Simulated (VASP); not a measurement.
Band structure of ZnHgS$_{2}$ (space group R3m). Computed with LDA (Ceperley-Alder, Perdew-Zunger), VASP's LDA PAW potentials (set 64) (plane waves; VASP).

Unless said otherwise, spin-orbit coupling is left out, though it shifts the bands of the heavy elements here.

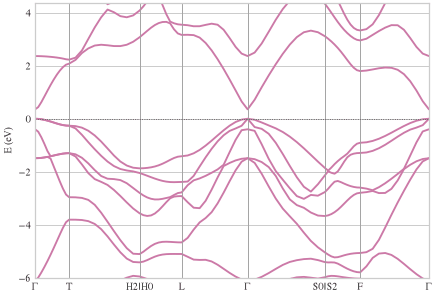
Bands along high-symmetry lines, zero at the valence-band maximum or, without a gap, the Fermi level

Read the plot: is there a gap, and where are the band edges?

The gap is direct, 0.36 eV, from the valence maximum at Γ to the conduction minimum at Γ. (Edges off the drawn lines would not show.)

The structure comes from a computed database's ZnHgS2 entry (R3m); how it stands against other phases isn't given here. It was relaxed first, which changed the volume by -8 %.
